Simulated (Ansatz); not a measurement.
**F2H2OSi···H2: density, localisation and related maps**

Input

```
crystal:
  periodic: [false, false, false]
  atoms:
    - { symbol: Si, position_ang: [-0.459766, -0.169518, -0.389238] }
    - { symbol: H, position_ang: [0.061152, 0.780874, 2.051659] }
    - { symbol: F, position_ang: [0.885457, -0.790178, 0.184585] }
    - { symbol: F, position_ang: [-0.252403, 1.403706, -0.46288] }
    - { symbol: H, position_ang: [-0.668685, -0.679655, -1.740036] }
    - { symbol: O, position_ang: [-1.731412, -0.531522, 0.59619] }
    - { symbol: H, position_ang: [-2.454266, -1.034361, 0.25447] }
    - { symbol: H, position_ang: [-0.582677, 0.513154, 2.182949] }
basis:
  gaussian: { orbitals: def2-SVP }
hamiltonian:
  xc: hf
relax:
  f_tol: 0.03
  max_steps: 50
output:
  orbitals: {}
```

Run with:

```sh
ansatz run input.yaml --threads 1 --pin off --max-ram 2048MiB --backend cpu --events-out ev --progress --plain --runs-dir out
```

The fields are those of the run's last geometry, not of the input's.

These are results of RHF/def2-SVP (Ansatz), not measurements.

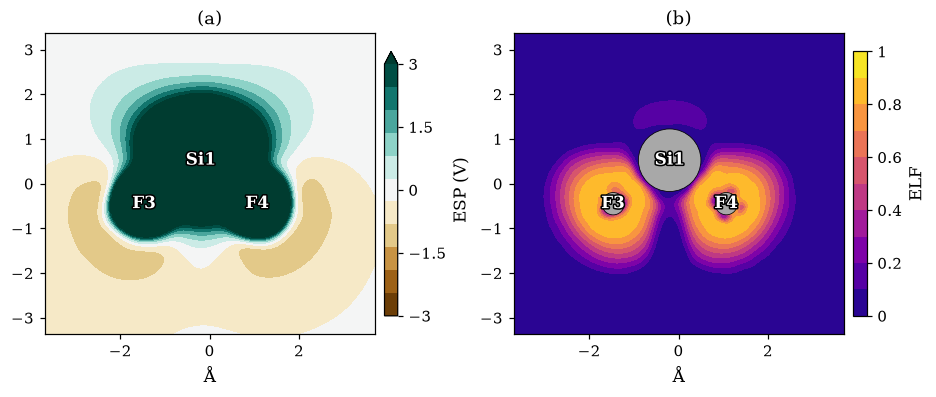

Figure 1. (a) molecular electrostatic potential; (b) ELF on the plane of atoms F3, Si1 and F4. Grey discs cover the atomic cores in the ELF map.

Interpret the plot.

- The section cuts through Si and F sites.
- Si–F (1.59 Å): the ELF peaks at about 0.85 in the valence shell of F, 0.6 Å from its nucleus, and is about 0.45 at the midpoint.
- The ELF also peaks beside F4 and F3, away from the bonds: lone-pair regions.
- Outside the dense part of the complex the potential is most negative (−1.2 V) near F3.

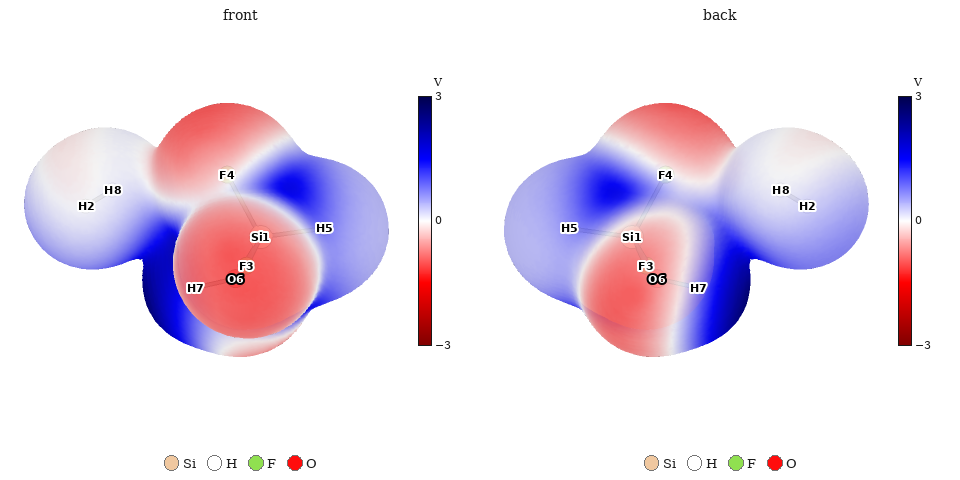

Figure 2. The molecular electrostatic potential painted on the density surface at 0.001 e/bohr³, seen from the front and from behind; the colour scale runs from red (negative) to blue (positive).

Where is the surface potential most negative and most positive?

The most negative region (about −1.0 V) lies over F3 and F4, the most positive (about +2.6 V) over H7.

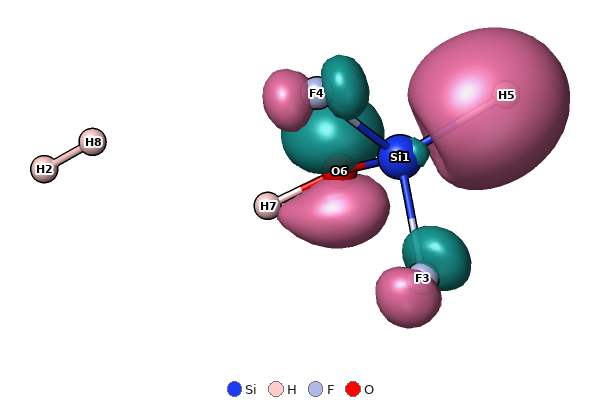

Figure 3. The HOMO at ±0.2 Å⁻³ᐟ² (teal and pink are the two phases), seen from one side.

Where does this orbital lie, and at what energy?

Its weight (Hirshfeld) is mainly on H5 (about 30 %), Si1 (about 30 %), O6 (about 25 %), F3 (about 10 %) and F4 (about 5 %). Its energy is −14.96 eV.
